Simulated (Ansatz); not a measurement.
## Geometry relaxation, with input and output: MgC₁₈ (part 1 of 3)

System: MgC₁₈ (slab, 19 atoms in the cell).
Method: DFT PBE, scalar-relativistic, plane waves, PAW, no spin polarisation (Ansatz 0.2.0).

It belongs to a series of runs on one base structure; here: end point A relaxed. Figures and captions count atoms from 1; the log counts them from 0 in places.

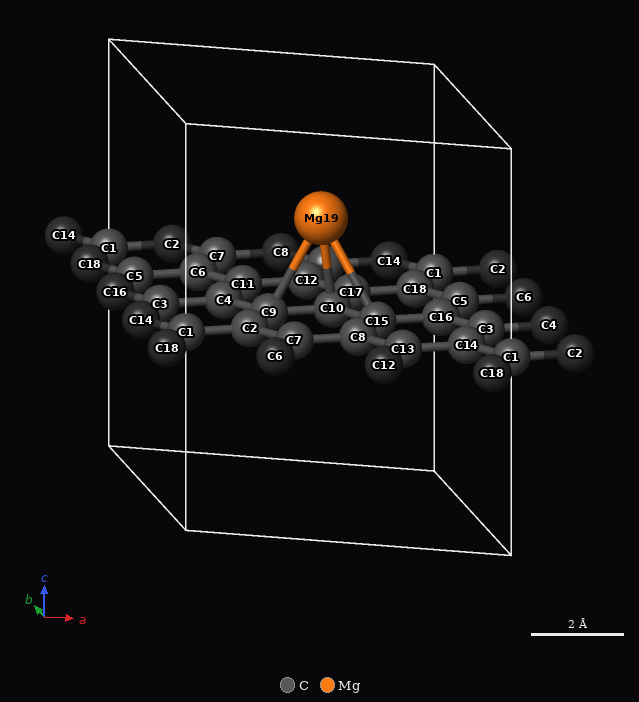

Fig. 1: The starting structure (ball-and-stick view of the cell of the calculation, with the vacuum cut short, seen slightly off an axis; neighbours outside the cell are drawn fainter; atoms are numbered from 1 in the order of the input).

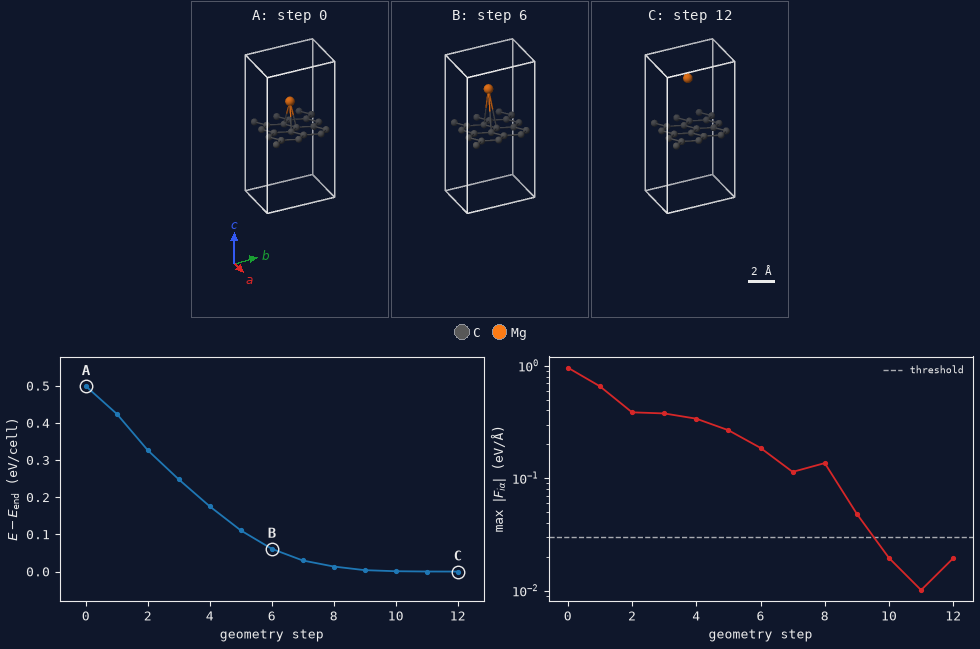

Fig. 2: Frames of the relaxation (ball-and-stick view of the cell of the calculation, with the vacuum cut short (origin shifted), seen slightly off an axis) above the curves, on which the letters mark them (the first geometry is step 0 here and step 1 in the log).

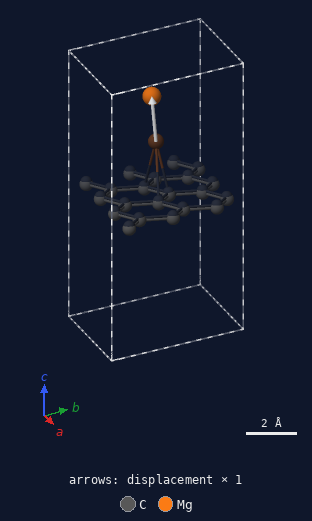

Fig. 3: Start (faint) and end (solid) with the displacements as white arrows, at true length (ball-and-stick view of the cell of the calculation, with the vacuum cut short (origin shifted), seen slightly off an axis). After 12 geometry steps the energy has fallen by 0.499 eV per cell of the calculation. The largest force component goes from 0.96 to 0.019 eV/Å. The atom that moves furthest is Mg19 (1.92 Å). Largest moves by element: Mg 1.92 Å, C 0.11 Å. The lattice vectors keep their values. Distances before and after: C10–Mg19 2.210 → 4.228 Å, C9–Mg19 2.437 → 4.322 Å, C15–Mg19 2.541 → 4.375 Å, C10–C17 1.424 → 1.412 Å. Bonds break: C10–Mg19 (2.21 → 4.23 Å), C9–Mg19 (2.44 → 4.32 Å). (Atoms are counted from 1 in the order of the input.)

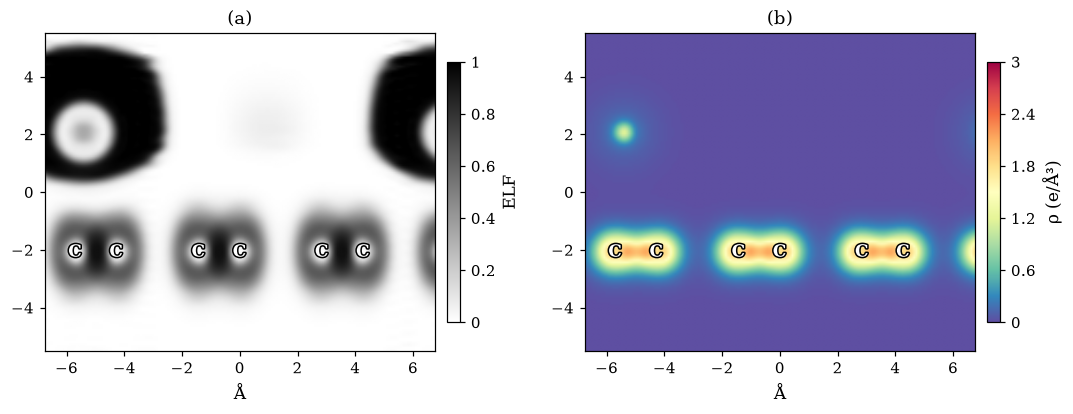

Fig. 4: (a) electron localisation function; (b) valence electron density on the (110) plane of the calculation cell, a cut from vacuum to vacuum. C–C (1.43 Å): the density is about 2 e/Å³ at the midpoint; the ELF peaks at about 0.95 between the atoms, as expected for localised, shared-pair bonding. The density dies away to nearly zero in the vacuum. In a PAW calculation such maps are meaningful between the atoms, not at the nuclei.

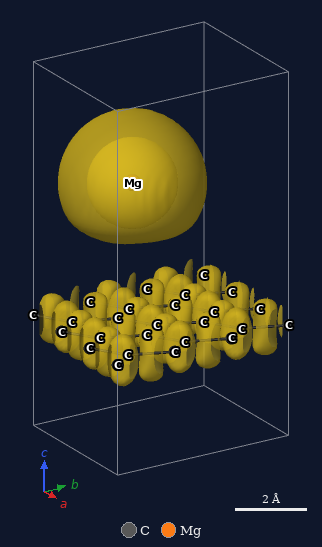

Fig. 5: Isosurface of the electron localisation function at 0.75 (yellow), seen slightly off an axis. Core shells and regions of very low density are left out. Sticks mark near contacts. Counts are for one cell; the picture repeats the cell along the surface. Along the contacts the grid gives the following. C–C (1.41 Å): the ELF peaks at about 0.95 between the atoms (a covalent bond).

These pictures come from the run below.

The input
```yaml
crystal:
  lattice:
    - [7.398, 0.0, 0.0]
    - [-3.699, 6.406856, 0.0]
    - [0.0, 0.0, 11.0]
  atoms:
    - { symbol: C, position: [0.0, 0.0, 0.0909091] }
    - { symbol: C, position: [0.2222222, 0.1111111, 0.0909091] }
    - { symbol: C, position: [0.0, 0.3333333, 0.0909091] }
    - { symbol: C, position: [0.2222222, 0.4444444, 0.0909091] }
    - { symbol: C, position: [0.0, 0.6666667, 0.0909091] }
    - { symbol: C, position: [0.2222222, 0.7777778, 0.0909091] }
    - { symbol: C, position: [0.3333333, 0.0, 0.0909091] }
    - { symbol: C, position: [0.5555556, 0.1111111, 0.0909091] }
    - { symbol: C, position: [0.3333333, 0.3333333, 0.0909091] }
    - { symbol: C, position: [0.5555556, 0.4444444, 0.0909091] }
    - { symbol: C, position: [0.3333333, 0.6666667, 0.0909091] }
    - { symbol: C, position: [0.5555556, 0.7777778, 0.0909091] }
    - { symbol: C, position: [0.6666667, 0.0, 0.0909091] }
    - { symbol: C, position: [0.8888889, 0.1111111, 0.0909091] }
    - { symbol: C, position: [0.6666667, 0.3333333, 0.0909091] }
    - { symbol: C, position: [0.8888889, 0.4444444, 0.0909091] }
    - { symbol: C, position: [0.6666667, 0.6666667, 0.0909091] }
    - { symbol: C, position: [0.8888889, 0.7777778, 0.0909091] }
    - { symbol: Mg, position: [0.5022254, 0.3660873, 0.2863636] }
basis:
  ecutwfc: 420.0
kpoints:
  mp_grid: { grid: [2, 2, 1] }
hamiltonian:
  xc: pbe
scf:
  occupations: { method: gaussian, width: 0.05 }
  lower_state_search: "off"
relax:
  f_tol: 0.03
  max_steps: 60
  adjacent_minimum: "off"
output:
  write_density: true
  write_potential: true
  elf: true
  volumetric_format: npy
```

Command:
```bash
ansatz run input.yaml --threads 1 --pin off --max-ram 3072MiB --backend cpu --events-out ev --progress --plain --runs-dir out
```

Output
```
Engine: ansatz 0.2.0, aarch64-unknown-linux-gnu
Pseudopotentials: kind: paw
Pseudopotential: C, paw, valence charge 4, recommended cutoff 420 eV (normal), C.paw.azcp
Pseudopotential: Mg, paw, valence charge 10, recommended cutoff 420 eV (normal), Mg.paw.azcp
Functional definition: PBE
  parameter kappa = 0.804
  parameter beta = 0.06672455060314922
  exchange = pbe_x(kappa = kappa, mu = beta*pi^2/3)
  correlation = pbe_c(beta = beta)
Crystal: 19 atoms, lattice volume = 521.377 Å³
Basis set: ecut = 420 eV, 10225 PW (Γ), exchange–correlation on 100×100×150 points (8 copies of the dense FFT grid, shifted against one another)
Bands: 60, of which v1, the nominal top of the filled ones, is band 41 counted from 1 (40 counted from 0)
Symmetry: 1 space group operations
Space group: P1 (ITA 1), of the structure as read, at distance tolerance 8.0e-5 Å
k-points: 4
Non-local potential: C, projectors of the file, l = 0: 2, l = 1: 2, l = 2: 1
Non-local potential: Mg, projectors of the file, l = 0: 3, l = 1: 2, l = 2: 1
PAW form: soft (Blöchl's): semilocal exchange-correlation on the pseudo side does not see the compensation charge
PAW one-centre angular grid: C, 110 points (default); XC on 64 Gauss nodes
PAW one-centre angular grid: Mg, 110 points (default); XC on 64 Gauss nodes
Initial density: superposition of atomic densities (neutral atoms: chi_scale 0, normalization atom), corrected by the library's trained network
Initial wavefunctions: pseudopotential atomic-orbital guess
Functional: x = pbe(κ = 0.804, μ = 0.2195149727645171), c = pbe(β = 0.06672455060314922)
SCF iter   1: F=—  HF=-6438.342806 eV  |F-HF|=—  |Δ(HF+E_count)|=         —  Δρ=6.72e-3  dr2=1.24e0  ethr=1.77e-3  ⟨swp⟩=14.8  Hψ=1842  notcnv=0  defer=23
preconditioner: auto → LDOS  [insulator: Δε(μ)=0.056 eV  Ē_g=13.553 eV  σ=0.050 eV  W_gap=0.55  n_scr=72 (ndim 8)  ℏωp=14.0 eV  f_vac=0.599  D(μ)=14.07/eV (n_scr^D=96)  ε∞_Penn≈2.1  β→1.0]
SCF iter   2: F=—  HF=-6438.363871 eV  |F-HF|=—  |Δ(HF+E_count)|=   2.11e-2  Δρ=5.33e-3  dr2=2.61e-1  ethr=1.51e-3  ⟨swp⟩=2.2  Hψ=305  notcnv=0  defer=49
SCF iter   3: F=—  HF=-6438.346923 eV  |F-HF|=—  |Δ(HF+E_count)|=   1.69e-2  Δρ=3.69e-3  dr2=3.05e-1  ethr=3.18e-4  ⟨swp⟩=2.0  Hψ=324  notcnv=0  defer=49
SCF iter   4: F=—  HF=-6438.340307 eV  |F-HF|=—  |Δ(HF+E_count)|=   6.62e-3  Δρ=1.04e-3  dr2=2.35e-2  ethr=3.18e-4  ⟨swp⟩=2.0  Hψ=201  notcnv=0  defer=49
SCF iter   5: F=—  HF=-6438.340136 eV  |F-HF|=—  |Δ(HF+E_count)|=   1.71e-4  Δρ=5.18e-4  dr2=2.40e-3  ethr=2.87e-5  ⟨swp⟩=2.0  Hψ=221  notcnv=0  defer=49
SCF iter   6: F=—  HF=-6438.340052 eV  |F-HF|=—  |Δ(HF+E_count)|=   8.45e-5  Δρ=4.09e-4  dr2=4.13e-3  ethr=2.92e-6  ⟨swp⟩=2.2  Hψ=303  notcnv=0  defer=49
SCF iter   7: F=—  HF=-6438.339946 eV  |F-HF|=—  |Δ(HF+E_count)|=   1.06e-4  Δρ=2.18e-4  dr2=7.42e-4  ethr=2.92e-6  ⟨swp⟩=1.0  Hψ=191  notcnv=0  defer=49
SCF iter   8: F=—  HF=-6438.339933 eV  |F-HF|=—  |Δ(HF+E_count)|=   1.33e-5  Δρ=1.17e-4  dr2=2.25e-4  ethr=9.04e-7  ⟨swp⟩=2.0  Hψ=202  notcnv=0  defer=49
SCF iter   9: F=-6438.339916 eV  HF=-6438.339930 eV  |F-HF|=1.38e-5  |Δ(HF+E_count)|=   2.79e-6  Δρ=3.90e-5  dr2=1.84e-5  ethr=2.74e-8  ⟨swp⟩=10.2  Hψ=1848  notcnv=0
SCF 1 converged in 9 iterations: F = -6438.339916 eV  dr2 = 1.84e-5
  greatest PAW one-centre occupation: 1.000 electrons in one spin orbital (limit 2), on the Mg atom at site 18 (counted from 0), in its partial waves of l = 0
relax step   1: F+E_penalty+E_count = -6438.33991628 eV  Δ(F+E_penalty+E_count) = +0.000e0 eV  max|allowed force component| = 9.617e-1 eV/Å  Δτ_max = 0.0000 Å  (9 SCF iters, dr2 threshold 2.25e-5 eV, accepted)
Initial density: handed on by an earlier stage of this run
Initial wavefunctions: those handed on with the density
iter 1 solved again at ethr=4.66e-4 eV; its pass at ethr=3.10e-3 eV (dr2=3.82e-1 eV) is discarded
SCF iter   1: F=—  HF=-6438.428263 eV  |F-HF|=—  |Δ(HF+E_count)|=         —  Δρ=3.70e-3  dr2=4.06e-1  ethr=4.66e-4  ⟨swp⟩=1.0  Hψ=726  notcnv=0  defer=49
preconditioner: auto → LDOS  [metal: Δε(μ)=0.033 eV  Ē_g=13.534 eV  σ=0.050 eV  W_gap=0.35  n_scr=72 (ndim 8)  ℏωp=14.0 eV  f_vac=0.592  D(μ)=23.42/eV (n_scr^D=218)  β→1.0]
SCF iter   2: F=—  HF=-6438.413471 eV  |F-HF|=—  |Δ(HF+E_count)|=   1.48e-2  Δρ=1.14e-3  dr2=3.56e-2  ethr=4.66e-4  ⟨swp⟩=2.0  Hψ=201  notcnv=0  defer=49
SCF iter   3: F=—  HF=-6438.415173 eV  |F-HF|=—  |Δ(HF+E_count)|=   1.70e-3  Δρ=6.79e-4  dr2=6.30e-3  ethr=4.34e-5  ⟨swp⟩=2.0  Hψ=272  notcnv=0  defer=49
SCF iter   4: F=—  HF=-6438.414784 eV  |F-HF|=—  |Δ(HF+E_count)|=   3.89e-4  Δρ=3.51e-4  dr2=2.50e-3  ethr=7.68e-6  ⟨swp⟩=2.2  Hψ=328  notcnv=0  defer=49
SCF iter   5: F=—  HF=-6438.414604 eV  |F-HF|=—  |Δ(HF+E_count)|=   1.80e-4  Δρ=1.30e-4  dr2=2.36e-4  ethr=3.05e-6  ⟨swp⟩=2.0  Hψ=211  notcnv=0  defer=49
SCF iter   6: F=—  HF=-6438.414585 eV  |F-HF|=—  |Δ(HF+E_count)|=   1.88e-5  Δρ=7.95e-5  dr2=8.69e-5  ethr=2.88e-7  ⟨swp⟩=2.0  Hψ=301  notcnv=0  defer=49
SCF iter   7: F=-6438.414582 eV  HF=-6438.414587 eV  |F-HF|=5.35e-6  |Δ(HF+E_count)|=   1.93e-6  Δρ=3.34e-5  dr2=8.82e-6  ethr=7.05e-8  ⟨swp⟩=11.0  Hψ=2046  notcnv=0
SCF 2 converged in 7 iterations: F = -6438.414582 eV  dr2 = 8.82e-6
relax step   2: F+E_penalty+E_count = -6438.41458186 eV  Δ(F+E_penalty+E_count) = -7.467e-2 eV  max|allowed force component| = 6.560e-1 eV/Å  Δτ_max = 0.0744 Å  (7 SCF iters, dr2 threshold 5.78e-5 eV, accepted)
iter 1 solved again at ethr=8.06e-4 eV; its pass at ethr=3.10e-3 eV (dr2=6.61e-1 eV) is discarded
SCF iter   1: F=—  HF=-6438.571244 eV  |F-HF|=—  |Δ(HF+E_count)|=         —  Δρ=5.29e-3  dr2=7.78e-1  ethr=8.06e-4  ⟨swp⟩=1.0  Hψ=959  notcnv=0  defer=28
eigensolver tolerance schedule calibrated: the retry pair's looser diagonalisation under-reported the residual by θ = 0.15 (0.26/decade); ethr = c·dr2/N_el runs at the constant in force after the calibration composes with the one it found (an armed cap, an earlier calibration), c = 1.5e-2
preconditioner: auto → LDOS  [metal: Δε(μ)=0.042 eV  Ē_g=13.482 eV  σ=0.050 eV  W_gap=0.45  n_scr=72 (ndim 8)  ℏωp=14.0 eV  f_vac=0.587  D(μ)=13.21/eV (n_scr^D=96)  β→1.0]
SCF iter   2: F=—  HF=-6438.551811 eV  |F-HF|=—  |Δ(HF+E_count)|=   1.94e-2  Δρ=4.95e-3  dr2=7.82e-1  ethr=1.43e-4  ⟨swp⟩=2.8  Hψ=303  notcnv=0  defer=43
SCF iter   3: F=—  HF=-6438.517512 eV  |F-HF|=—  |Δ(HF+E_count)|=   3.43e-2  Δρ=2.37e-3  dr2=1.30e-1  ethr=1.43e-4  ⟨swp⟩=2.0  Hψ=306  notcnv=0  defer=49
SCF iter   4: F=—  HF=-6438.512754 eV  |F-HF|=—  |Δ(HF+E_count)|=   4.76e-3  Δρ=7.33e-4  dr2=4.99e-3  ethr=2.40e-5  ⟨swp⟩=2.0  Hψ=315  notcnv=0  defer=49
SCF iter   5: F=—  HF=-6438.512631 eV  |F-HF|=—  |Δ(HF+E_count)|=   1.23e-4  Δρ=3.57e-4  dr2=9.73e-4  ethr=9.20e-7  ⟨swp⟩=2.0  Hψ=359  notcnv=0  defer=49
SCF iter   6: F=—  HF=-6438.512597 eV  |F-HF|=—  |Δ(HF+E_count)|=   3.41e-5  Δρ=2.05e-4  dr2=5.09e-4  ethr=1.79e-7  ⟨swp⟩=2.0  Hψ=333  notcnv=0  defer=49
SCF iter   7: F=—  HF=-6438.512598 eV  |F-HF|=—  |Δ(HF+E_count)|=   1.51e-6  Δρ=1.24e-4  dr2=2.14e-4  ethr=9.38e-8  ⟨swp⟩=2.0  Hψ=330  notcnv=0  defer=49
[...]
relax step   3: F+E_penalty+E_count = -6438.51255723 eV  Δ(F+E_penalty+E_count) = -9.798e-2 eV  max|allowed force component| = 3.850e-1 eV/Å  Δτ_max = 0.1914 Å  (9 SCF iters, dr2 threshold 2.69e-5 eV, accepted)
eigensolver tolerance schedule calibrated: the retry pair's looser diagonalisation under-reported the residual by θ = 0.13 (0.13/decade); ethr = c·dr2/N_el runs at the constant in force after the calibration composes with the one it found (an armed cap, an earlier calibration), c = 5.5e-2
preconditioner: auto → LDOS  [insulator: Δε(μ)=0.100 eV  Ē_g=13.481 eV  σ=0.050 eV  W_gap=0.84  n_scr=72 (ndim 8)  ℏωp=14.0 eV  f_vac=0.581  D(μ)=4.20/eV (n_scr^D=22)  ε∞_Penn≈2.1  β→1.0]
```
